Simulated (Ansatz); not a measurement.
C3H7GeNO

```xyz
13

Ge    0.0410    0.0589    0.6837
H     0.0619    0.0696    2.2342
C     1.8429   -0.0861   -0.0711
H     2.4497    0.7953    0.2174
H     1.7893   -0.1354   -1.1762
H     2.3427   -1.0001    0.3032
C    -0.9734    1.5682   -0.0448
H    -2.0094    1.5571    0.3448
H    -1.0067    1.5057   -1.1500
H    -0.4944    2.5250    0.2439
N    -0.8730   -1.4901    0.2386
C    -1.3441   -2.2793   -0.5512
O    -1.8265   -3.0888   -1.2723
```

Geometry: PBE-D4/def2-SVP; not at a stationary point (largest force 1.7 eV/Å).

These are results of RKS PBE0-D4/def2-TZVP (Ansatz 0.2.0), not measurements.

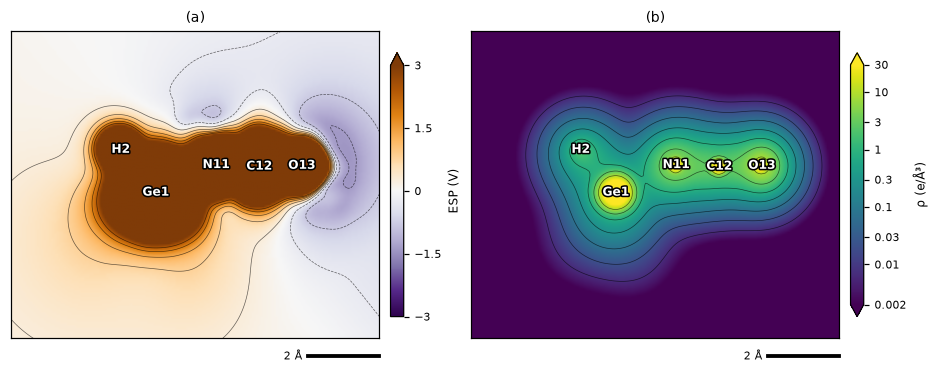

Figure 1. (a) molecular electrostatic potential; (b) electron density on the plane of atoms Ge1, N11 and C12.

What does the map show?

- The plane passes through Ge, H, N, C and O nuclei.
- C–O (1.19 Å): ρ at the midpoint is about 3.5 e/Å³.
- C–N (1.21 Å): the density is about 3.1 e/Å³ at the midpoint.
- Ge–N (1.85 Å): the density is about 0.86 e/Å³ at the midpoint.
- Ge–H (1.55 Å): ρ at the midpoint is about 1 e/Å³.
- Outside the dense part of the molecule the potential is most negative (−1.4 V) near O13.

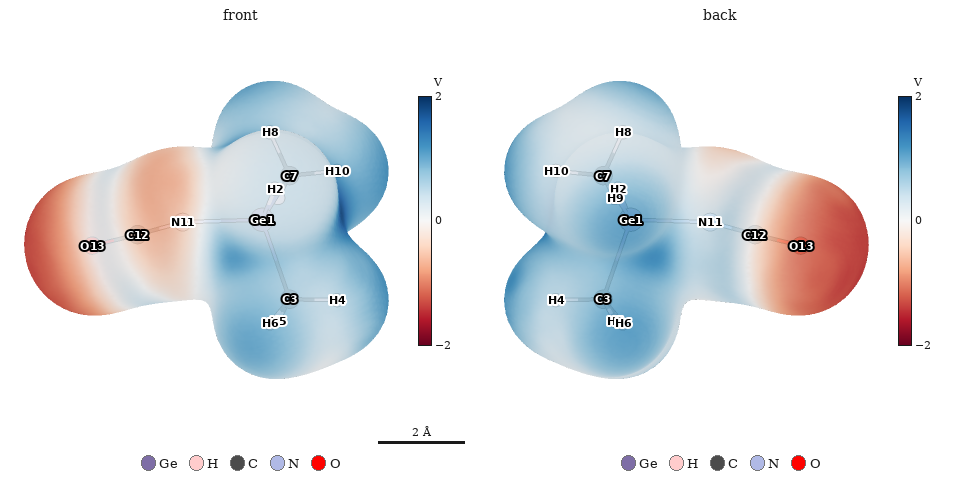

Figure 2. The molecular electrostatic potential painted on the density surface at 0.002 e/bohr³, seen from the front and from behind; red is negative and blue positive.

Where is the surface potential most negative and most positive?

The most negative region (about −1.4 V) lies over O13, the most positive (about +1.7 V) over Ge1. O13 is the likeliest acceptor of a hydrogen bond.

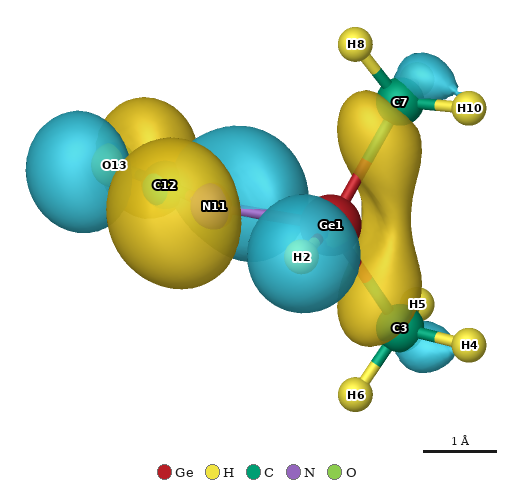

Figure 3. The HOMO−1 at ±0.1 Å⁻³ᐟ² (yellow and cyan are the two phases), seen at a tilt.

Where does this orbital lie, and at what energy?

By Hirshfeld shares it lies mainly on N11 (about 40 %), O13 (about 25 %), C12 (about 10 %), Ge1 (about 10 %) and H2 (about 5 %). Its energy is −8.12 eV.
